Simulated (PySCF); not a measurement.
Geometry relaxation of CH5FSi

- system: CH5FSi
- method: PBE0-D3(BJ)/def2-SVP geometry optimisation, gas phase (PySCF 2.14.0)

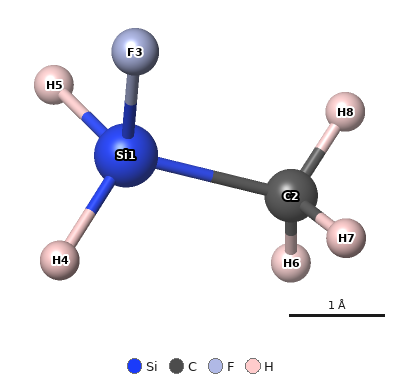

The structure as given in the input (ball-and-stick view, seen at a tilt; atoms are numbered from 1 in the order of the input). Bond lengths as drawn: C–H 1.08 to 1.10 Å, C–Si 1.86 Å, F–Si 1.65 Å and H–Si 1.43 to 1.47 Å.

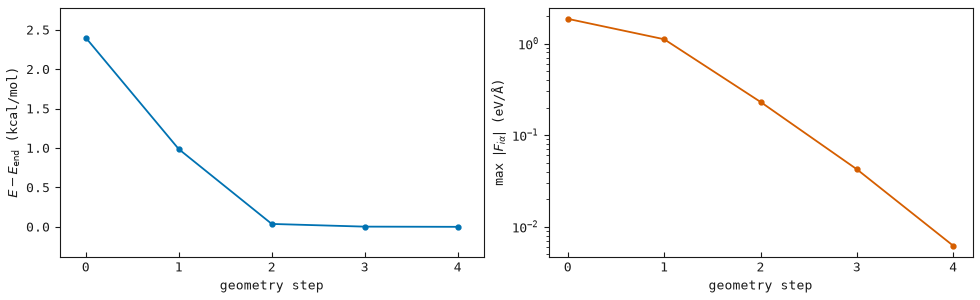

Progress of the relaxation, step by step (steps are counted from 0).

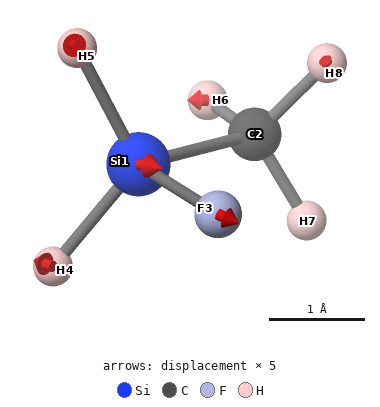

The starting structure with the displacements as red arrows, magnified 5 times (ball-and-stick view, seen at a tilt). The two geometries are laid on each other by the best rigid fit. After 4 geometry steps the energy has fallen by 2.40 kcal/mol. Largest force component: 1.9 eV/Å at the start, 0.0062 eV/Å at the end. Si1 moves most after the best rigid fit: 0.064 Å. By element the largest moves are Si 0.064 Å, H 0.064 Å, F 0.051 Å, C 0.016 Å. Among the contacts that change: Si1–H4 1.431 → 1.491 Å, C2–H6 1.078 → 1.102 Å, Si1–H5 1.473 → 1.491 Å, Si1–F3 1.647 → 1.630 Å. Among the angles that change: F3–Si1–H5 102.3° → 107.5°, H4–Si1–H5 114.7° → 109.9°, F3–Si1–H4 103.8° → 107.4°. (Atoms are counted from 1 in the order of the input.)

The input and output of the run follow.

Input file:
```
{"job": {"xc": "PBE0", "basis": "def2-SVP", "d3": "d3bj", "grid": 2, "kind": "geom", "shake": 0.01}, "charge": 0, "multiplicity": 1}
Si    -0.868596    -0.095659    -0.043080
C      0.993209    -0.038449     0.034479
F     -1.430903     1.440875     0.144723
H     -1.456453    -0.809093     1.049282
H     -1.392451    -0.462113    -1.369869
H      1.417416    -1.020902    -0.094670
H      1.352827     0.346589     0.994582
H      1.431028     0.610201    -0.743346
```

The first line tells a small driver script what to run in PySCF; the rest is the geometry in Å.

Run as:
```bash
OMP_NUM_THREADS=1 python <driver script> task.json out
```

Output:
```
step   0  E = -430.03833181  max force = 0.036257
step   1  E = -430.04058380  max force = 0.021711
step   2  E = -430.04209629  max force = 0.004488
step   3  E = -430.04215085  max force = 0.000825
step   4  E = -430.04215491  max force = 0.000121
optimisation converged
```

Trajectory as extended XYZ (Å, eV, eV/Å), 5 frames, from step=0 to step=4:
```
8
Properties=species:S:1:pos:R:3:forces:R:3 step=0 energy=-11701.93905
Si   -0.8686   -0.0957   -0.0431    0.2963   1.8644  -0.5386
C     0.9932   -0.0384    0.0345   -0.1632   0.5702  -0.1415
F    -1.4309    1.4409    0.1447    0.2031  -0.2463   0.0273
H    -1.4565   -0.8091    1.0493   -0.3943  -0.9132   0.8060
H    -1.3924   -0.4621   -1.3699    0.0092  -0.4600  -0.2609
H     1.4174   -1.0209   -0.0947    0.3340  -0.8242  -0.1086
H     1.3528    0.3466    0.9946   -0.0855   0.0518   0.2506
H     1.4310    0.6102   -0.7433   -0.1995  -0.0428  -0.0342
8
Properties=species:S:1:pos:R:3:forces:R:3 step=1 energy=-11702.00033
Si   -0.8538    0.1081    0.0105    0.3276  -1.1164  -0.2626
C     0.9829   -0.2014    0.0259    0.1707   0.3809   0.1166
F    -1.2101    1.6672    0.2358   -0.0451   0.3251   0.0325
H    -1.4612   -0.7128    1.0894   -0.2116   0.1361   0.1503
H    -1.3835   -0.3696   -1.3032   -0.1533   0.2556   0.0183
H     1.2350   -1.2639   -0.1201   -0.2023  -0.0147  -0.0162
H     1.4159    0.1116    0.9891    0.0506   0.0066  -0.0093
H     1.4813    0.3711   -0.7700    0.0633   0.0269  -0.0295
8
Properties=species:S:1:pos:R:3:forces:R:3 step=2 energy=-11702.04149
Si   -0.8437    0.0597    0.0047    0.0266  -0.2303  -0.0417
C     1.0024   -0.1919    0.0275    0.0250   0.0844   0.0261
F    -1.1855    1.6301    0.2307   -0.0141   0.2308   0.0340
H    -1.5120   -0.6976    1.1024    0.0270  -0.0142   0.0045
H    -1.4323   -0.3403   -1.3071    0.0259   0.0027   0.0013
H     1.2424   -1.2559   -0.1210   -0.0032  -0.0370  -0.0098
H     1.4365    0.1225    0.9903   -0.0392  -0.0167  -0.0153
H     1.4987    0.3837   -0.7701   -0.0478  -0.0196   0.0008
8
Properties=species:S:1:pos:R:3:forces:R:3 step=3 energy=-11702.04297
Si   -0.8430    0.0577    0.0053   -0.0151  -0.0424  -0.0032
C     1.0004   -0.1913    0.0271    0.0249   0.0093   0.0081
F    -1.1780    1.6350    0.2343   -0.0014   0.0402   0.0091
H    -1.5061   -0.7024    1.1044    0.0079   0.0002  -0.0035
H    -1.4284   -0.3394   -1.3079    0.0044   0.0053  -0.0003
H     1.2392   -1.2564   -0.1233    0.0034  -0.0024  -0.0030
H     1.4318    0.1223    0.9901   -0.0104  -0.0057  -0.0008
H     1.4907    0.3850   -0.7724   -0.0137  -0.0045  -0.0064
8
Properties=species:S:1:pos:R:3:forces:R:3 step=4 energy=-11702.04308
Si   -0.8433    0.0571    0.0064   -0.0062   0.0048   0.0023
C     1.0003   -0.1917    0.0261    0.0056  -0.0055   0.0004
F    -1.1755    1.6359    0.2384    0.0022  -0.0060   0.0033
H    -1.5045   -0.7044    1.1051    0.0002  -0.0008  -0.0011
H    -1.4291   -0.3367   -1.3075   -0.0006   0.0041  -0.0006
H     1.2399   -1.2566   -0.1257    0.0022   0.0025  -0.0015
H     1.4313    0.1212    0.9893   -0.0009   0.0000   0.0002
H     1.4873    0.3856   -0.7745   -0.0025   0.0009  -0.0030
```

Key numbers:

```json
{"quantity": "outcome", "value": "converged"}
{"quantity": "total energy", "value": "−430.042155 hartree"}
{"quantity": "dipole moment", "value": "1.83 D"}
{"quantity": "point group", "value": "Cs"}
{"quantity": "hardware", "value": "1 CPU thread, shared host"}
{"quantity": "wall time", "value": "16 s"}
{"quantity": "peak memory", "value": "0.37 GiB"}
```
